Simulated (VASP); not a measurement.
Band structure of PbSe (rock salt). Level of theory: r2SCAN meta-GGA with spin-orbit coupling, VASP's PBE PAW potentials (set 64) (plane waves; VASP).

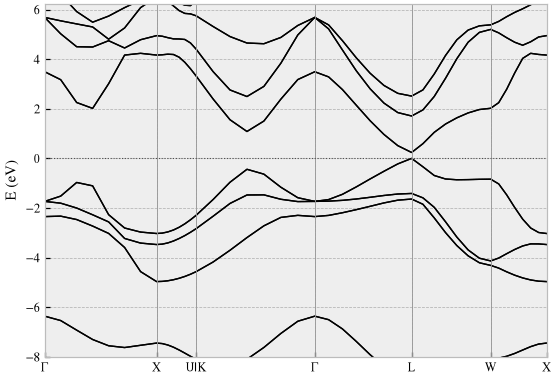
Bands along high-symmetry lines, zero at the valence-band maximum or, without a gap, the Fermi level

### Question
Read the plot: is there a gap, and where are the band edges?

### Answer
The gap is direct, 0.24 eV, from the valence maximum at L to the conduction minimum at L.

The compound is PbSe in the rock salt structure. It was relaxed first.
